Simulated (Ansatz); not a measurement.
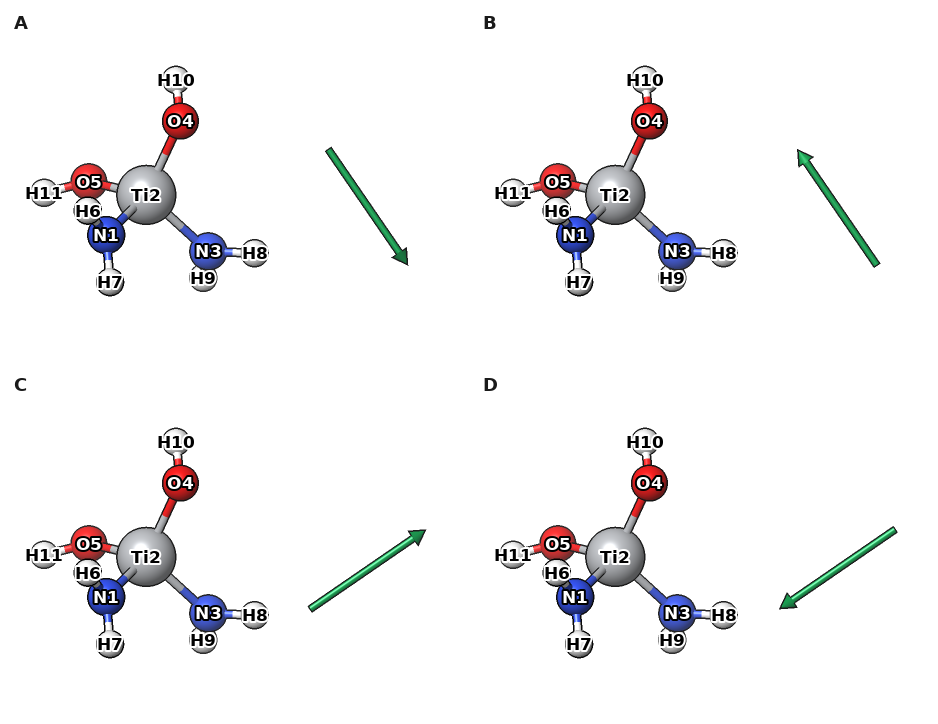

The same molecule four times, each with an arrow. The species is neutral and a spin singlet. Computed geometry: PBE-D4/def2-SVP optimisation. No frequency run is at hand to confirm it as a minimum. Method: RKS PBE-D4/def2-SVP (Ansatz 0.2.0).

### Which arrow points along the dipole moment, from the negative to the positive end?

D. The dipole moment is 0.87 D; it points from the side of H10 to the side of H7, H11 (the outermost atoms at the two ends).
